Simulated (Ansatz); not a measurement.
The crystal is KLaMgWO6 (F-43m).

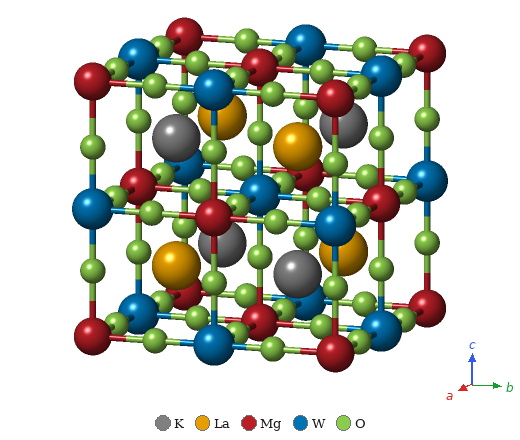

The structure (potassium grey, lanthanum orange, magnesium red, tungsten blue, oxygen green). Some periodic images of atoms are drawn too.

Symmetry: F-43m, No. 216, cubic system. The conventional cell has a = 7.993 Å, b = 7.993 Å, c = 7.993 Å, α = 90.00°, β = 90.00°, γ = 90.00°. K has 12 O at 2.83 Å nearest. Nearest to La lie 12 O at 2.83 Å. Mg has 6 O at 2.06 Å nearest. Nearest to W lie 6 O at 1.94 Å. Nearest to O lie 1 W at 1.94 Å and 1 Mg at 2.06 Å and 2 La at 2.83 Å and 2 K at 2.83 Å. Farther neighbours and most contacts between anions are not listed.

```cif
data_structure
_symmetry_space_group_name_H-M 'P 1'
_symmetry_Int_Tables_number 1
_cell_length_a 5.6518
_cell_length_b 5.6518
_cell_length_c 5.6518
_cell_angle_alpha 60.000
_cell_angle_beta 60.000
_cell_angle_gamma 60.000
_cell_volume 127.66
loop_
_atom_site_label
_atom_site_type_symbol
_atom_site_fract_x
_atom_site_fract_y
_atom_site_fract_z
_atom_site_occupancy
K1 K 0.75000 0.75000 0.75000 1
La2 La 0.25000 0.25000 0.25000 1
Mg3 Mg 0.00000 0.00000 0.00000 1
W4 W 0.50000 0.50000 0.50000 1
O5 O 0.74287 0.25713 0.25713 1
O6 O 0.25713 0.74287 0.74287 1
O7 O 0.74287 0.74287 0.25713 1
O8 O 0.25713 0.25713 0.74287 1
O9 O 0.25713 0.74287 0.25713 1
O10 O 0.74287 0.25713 0.74287 1
```

The cell and positions are those that the Materials Project relaxed with its own functionals (PBE, PBE+U or r2SCAN), kept fixed. At the settings of the band run the largest force is still 0.50 eV/Å. Spin-orbit coupling is left out unless a run names it.

Gaps computed with Ansatz 0.2.0 without a self-energy: PBE 2.53 eV, PBE+SOC 2.51 eV, r2SCAN 2.91 eV, HSE06 3.99 eV and DDH-PBE0 4.35 eV.

Q: What gap should G0W0 on PBE give (4×4×4 mesh, 700 empty bands, screening to 180 eV, PAW set soft_1 files)?

About 4.39 eV: on its mesh the run moves the gap from 2.52 eV by +1.87 eV. A band edge moves to another state on the way. Among the scalar-relativistic levels given, DDH-PBE0 is nearest (−0.04 eV). Bands and cutoff are finite, so the gap is not at the basis limit. The miss can reach some tenths of an eV and take either sign; the mesh is an error of its own. Empty 4f levels lie among the conduction bands. Their place in the start is unsure; it enters the screening, and the edge itself where they lie low. The many-body steps are scalar-relativistic: spin-orbit coupling is not in them.

[Paths, hosts, dates, memory and timing lines, banners, echoed tables and standing remarks are left out of the program output.]

[Logs are printed without paths, hosts, clocks, repeated set-up lines and the standing remarks that a program may print on its own settings, such as how far it seeks lower states.]

[Runs of the session that timed out or met a known fault of the program may be left out.]

[Cells called generated may have been cut or substituted from an entry of the Crystallography Open Database or the Materials Project.]

[Hosts, paths, dates, database ids (printed as entryN), source tags and the programs' standing remarks are cut or masked in the printed files.]
